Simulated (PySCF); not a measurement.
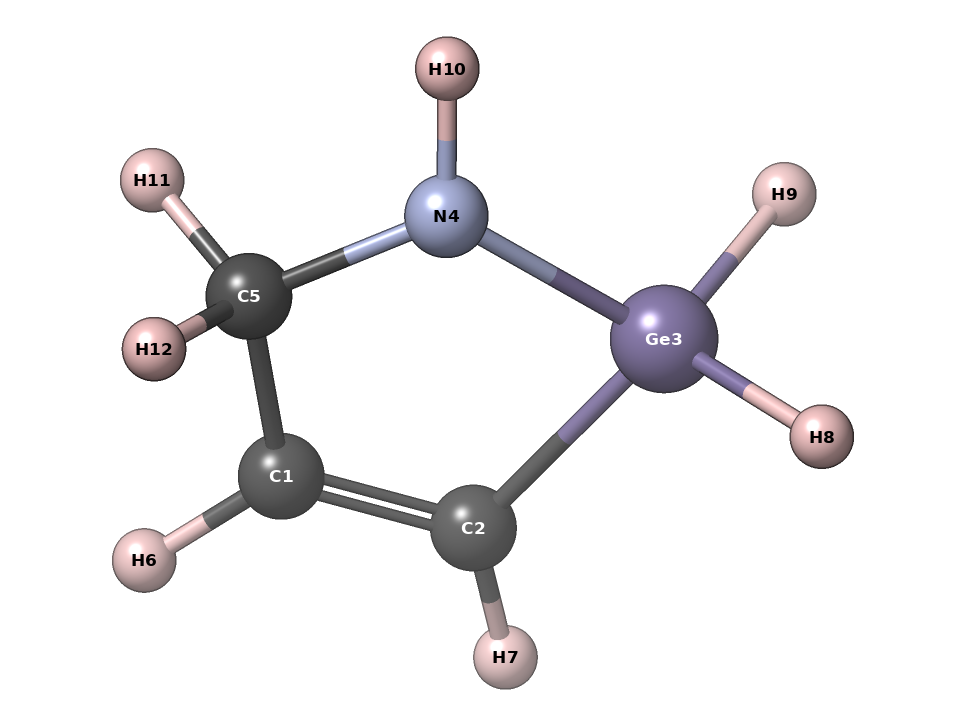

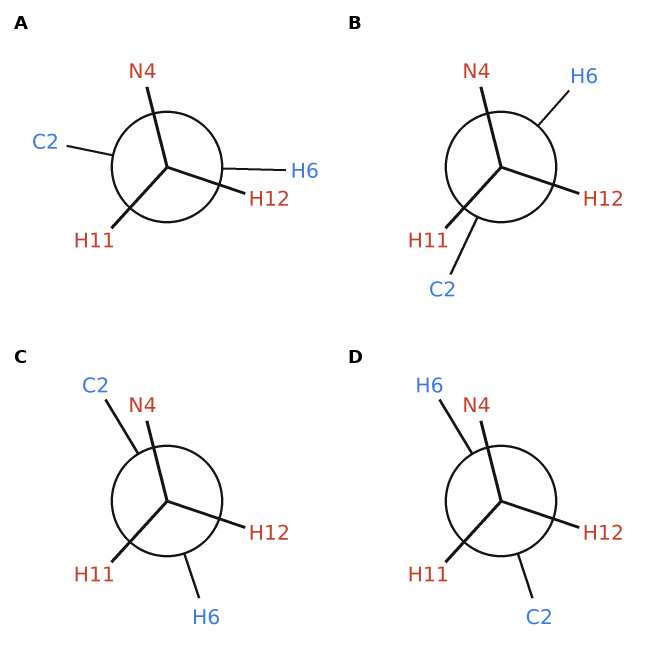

Atoms fade into the background with distance from the viewer. Bonds that would overlap in a projection are set slightly apart. The geometry was computed by an optimisation with PBE0-D3(BJ)/def2-SVP. No frequency run is at hand to confirm it as a minimum.

**Which Newman projection shows the view along C5–C1, with C5 in front?**

C. The torsion angle N4–C5–C1–C2 is −4°, synperiplanar (eclipsed).
